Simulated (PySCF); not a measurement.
Consider C4H9O2PSi2.

```yaml
atoms:
  - { symbol: C, position_ang: [4.4109, -0.6869, -0.1807] }
  - { symbol: O, position_ang: [3.0069, -0.8804, -0.2568] }
  - { symbol: C, position_ang: [2.2428, 0.2176, -0.3210] }
  - { symbol: O, position_ang: [2.6535, 1.3508, -0.3245] }
  - { symbol: C, position_ang: [0.8456, -0.1296, -0.3865] }
  - { symbol: C, position_ang: [-0.3416, -0.3504, -0.4361] }
  - { symbol: Si, position_ang: [-2.1831, -0.5876, -0.4905] }
  - { symbol: Si, position_ang: [-3.1485, 0.8061, 1.1170] }
  - { symbol: P, position_ang: [-2.7202, -0.2149, -2.6470] }
  - { symbol: H, position_ang: [4.8769, -1.4486, -0.8033] }
  - { symbol: H, position_ang: [4.6726, 0.3128, -0.5340] }
  - { symbol: H, position_ang: [4.7361, -0.8032, 0.8551] }
  - { symbol: H, position_ang: [-2.3844, -2.0364, -0.3093] }
  - { symbol: H, position_ang: [-4.4851, 1.2413, 0.6950] }
  - { symbol: H, position_ang: [-2.3443, 2.0066, 1.3464] }
  - { symbol: H, position_ang: [-3.3002, 0.1004, 2.3901] }
  - { symbol: H, position_ang: [-4.0692, -0.0381, -2.3850] }
  - { symbol: H, position_ang: [-2.4775, 1.1470, -2.6054] }
```

Geometry: GFN2-xTB.

Computed with PySCF, PBE0/pcSseg-1, SCF density, gas phase, non-relativistic.

What will maps of the electron density and electron localisation function show?

Answer. C–O (1.21 Å): ρ at the midpoint is about 3.3 e/Å³; the ELF peaks at about 0.85 between the atoms; a multiple bond.
C–C (1.21 Å): ρ at the midpoint is about 2.7 e/Å³; the ELF peaks at about 0.90 between the atoms (a short, multiple covalent bond).
C–Si (1.86 Å): ρ at the midpoint is about 0.9 e/Å³; the ELF peaks at about 0.95 between the atoms; a covalent bond.

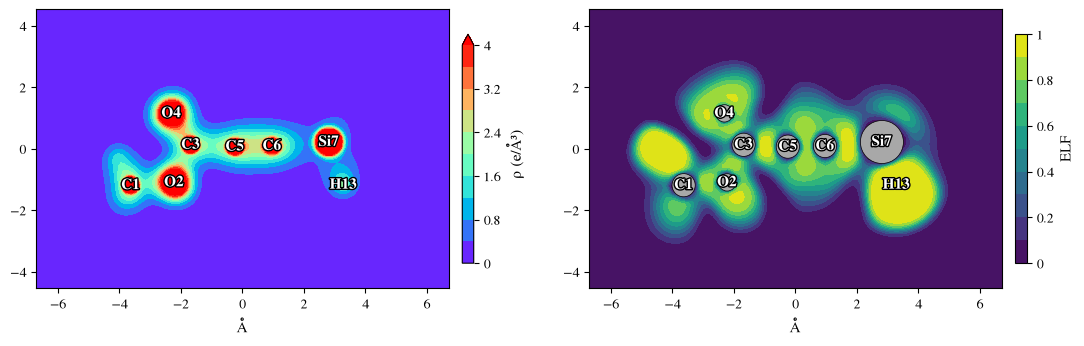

Computed electron density and electron localisation function on the plane of atoms C6, Si7 and H13, in this order. Grey discs cover the atomic cores in the ELF map. 
